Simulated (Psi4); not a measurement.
# BNH3O (SMILES N[B]O): a first try and a second

Wanted: a single-point energy of BNH3O, UOMP2/jun-cc-pVDZ (DKH3, fitted SCF).

The results are computed with Psi4 1.11.

1 further run of the same task is left out (it didn't finish).

### 1 Starting point

BNH3O: 6 atoms, total charge 0, spin state doublet. As SMILES, `N[B]O`. Geometry: relaxed at PBE0-D4/def2-TZVP. This is one conformer, not always the lowest.

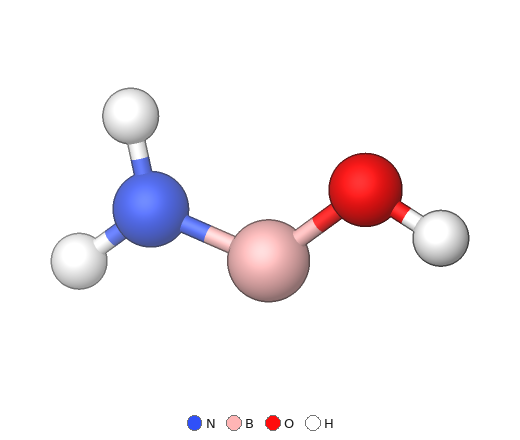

The structure, seen from a chosen angle (nitrogen blue, boron pink, oxygen red, hydrogen white).

### 2 First attempt

File bh3no.xyz:

```xyz
6
BH3NO
N     -0.781300     0.184600    -0.560400
B      0.032600    -0.490400     0.341500
O      1.270200    -0.047100     0.684600
H     -1.694900    -0.139800    -0.815500
H     -0.498900     1.042700    -1.012000
H      1.714300    -0.614000     1.315700
```

File bh3no.py:

```python
import psi4

psi4.set_memory('1600 MB')
psi4.set_num_threads(1)
psi4.core.set_output_file('run.log', False)

with open('bh3no.xyz') as f:
    atoms = ''.join(f.readlines()[2:])
molecule = psi4.geometry('0 2\n' + atoms + '')

psi4.set_options(dict(reference='uhf', mp2_type='conv', basis_set='cc-pvdz', relativistic='dkh', dkh_order=3))

E = psi4.energy('omp2/jun-cc-pVDZ')
print(f'total energy {E:.8f} hartree = {E * 27.211386:.5f} eV')
for k, v in sorted(psi4.core.scalar_variables().items()):
    print(f'{k:45s} {v:18.10f}')
```

On the command line:

```console
$ python bh3no.py
```

run.log:

```text
Error: option BASIS_SET is not contained in the list of available options.

Did you mean?
```

The script printed:

```text
Error: option BASIS_SET is not contained in the list of available options.

Did you mean?

Traceback (most recent call last):
  File "bh3no.py", line 11, in <module>
    psi4.set_options(dict(reference='uhf', mp2_type='conv', basis_set='cc-pvdz', relativistic='dkh', dkh_order=3))
```

Run time: 0.7 s. Hardware: 1 thread of Intel Xeon 6975P-C (Granite Rapids), shared host; peak memory 0.14 GiB.

### 3 What went wrong

The program refused the input.

The telling line is `Error: option BASIS_SET is not contained in the list of available options.`. What is wrong: the input text is malformed or holds a word that the program doesn't know.

### 4 Try two

bh3no.xyz is that of step 2.

File calc.py:

```python
import psi4

psi4.set_memory('1600 MB')
psi4.set_num_threads(1)
psi4.core.set_output_file('run.log', False)

with open('bh3no.xyz') as f:
    atoms = ''.join(f.readlines()[2:])
molecule = psi4.geometry('0 2\n' + atoms + '')

psi4.set_options(dict(reference='uhf', mp2_type='conv', relativistic='dkh', dkh_order=3))

e = psi4.energy('omp2/jun-cc-pVDZ', molecule=molecule)
print('E =', round(e, 9))
for k, v in sorted(psi4.core.scalar_variables().items()):
    print(f'{k:45s} {v:18.10f}')
```

On the command line:

```console
$ python calc.py
```

run.log:

```text
[...]
  Running in c1 symmetry.
[...]
  Nuclear repulsion =   61.438460054717602
[...]
  Multiplicity = 2
[...]
  Nalpha       = 12
  Nbeta        = 11
[...]
    Number of basis functions: 69
[...]
   @UHF iter   1:  -155.72591869033235   -8.01753e-01   8.51077e-03 ADIIS/DIIS
[...]
   @UHF iter  15:  -155.88110483312516   -1.30740e-12   7.43646e-09 DIIS
[...]
   @S^2 Observed:                7.540472399E-01
[...]
    Orbital Energies [Eh]
    ---------------------
    Alpha Occupied:
       1A    -20.595484     2A    -15.568245     3A     -7.646987
       4A     -1.375233     5A     -1.162551     6A     -0.769787
       7A     -0.687759     8A     -0.643586     9A     -0.613020
      10A     -0.548172    11A     -0.419940    12A     -0.331794
    Alpha Virtual:
      13A      0.048249    14A      0.058656    15A      0.059425
      16A      0.061997    17A      0.154282    18A      0.169199
      19A      0.180435    20A      0.210055    21A      0.218262
      22A      0.223791    23A      0.242382    24A      0.251204
      25A      0.296062    26A      0.320868    27A      0.380339
[...]
  @UHF Final Energy:  -155.88110483312516
   => Energetics <=
    Nuclear Repulsion Energy =             61.4384600547176021
    One-Electron Energy =                -334.3488059065028892
    Two-Electron Energy =                 117.0292410186601018
    Total Energy =                       -155.8811048331251641
  UHF NO Occupations:
  HONO-2 :   10  A 1.9993224
  HONO-1 :   11  A 1.9988511
[...]
 Multipole Moments:
 ------------------------------------------------------------------------------------
     Multipole            Electronic (a.u.)      Nuclear  (a.u.)        Total (a.u.)
 ------------------------------------------------------------------------------------
 L = 1.  Multiply by 2.5417464519 to convert [e a0] to [Debye]
 Dipole X            :          0.6615701           -0.8631956           -0.2016255
 Dipole Y            :         -0.9364643            0.8761906           -0.0602737
 Dipole Z            :          1.0044193           -1.0687507           -0.0643315
 Magnitude           :                                                    0.2200552
[...]
	SCS-MP2 Total Energy (a.u.)        :  -156.30217898288171
	SOS-MP2 Total Energy (a.u.)        :  -156.29605313008264
[...]
	MP2 Total Energy (a.u.)            :  -156.32034984892400
[...]
	SCS-OMP2 Total Energy (a.u.)       :  -156.30705163974272
	SOS-OMP2 Total Energy (a.u.)       :  -156.26764317817032
[...]
	OMP2 Total Energy (a.u.)           :  -156.32034984882844
[...]
```

Run time: 25 s. Hardware: 1 thread of Intel Xeon 6975P-C (Granite Rapids), shared host; peak memory 0.41 GiB.

### 5 Results

At UOMP2/jun-cc-pVDZ (DKH3, fitted SCF):

| quantity | value |
| --- | --- |
| total energy | -156.32035 Eh |
| HOMO energy (Hartree–Fock orbitals) (highest over α and β) | -9.03 eV |
| LUMO energy (Hartree–Fock orbitals) (lowest over α and β) | 1.16 eV |
| correlation energy | -439.2 mEh |
| ⟨S²⟩ of the reference determinant | 0.754 |
